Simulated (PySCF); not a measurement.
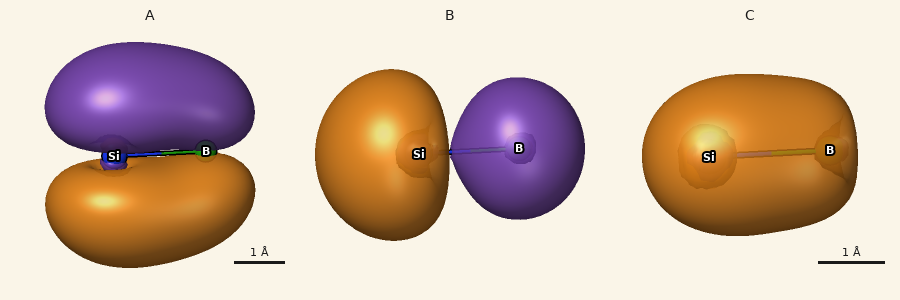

SiB (quartet). Three frontier β-spin orbitals, each drawn at the value that holds 80 % of its norm (orange and purple are the two phases), in no order; of a degenerate pair one member is drawn.

Theory: PySCF, PBE0/def2-TZVPPD, non-relativistic Hamiltonian with scalar-relativistic core potentials where named, at a bond length of 1.910 Å.

**Name the orbitals and rank them from lowest to highest energy.**

Orbital C: σ, occupied in this spin, −13.27 eV; shared between the atoms (Si 60 %, B 40 %).
Orbital B: σ, occupied in this spin, −8.04 eV; shared between the atoms (Si 70 %, B 30 %).
Orbital A: π, empty in this spin, −3.27 eV; bonding, with no node between the atoms.
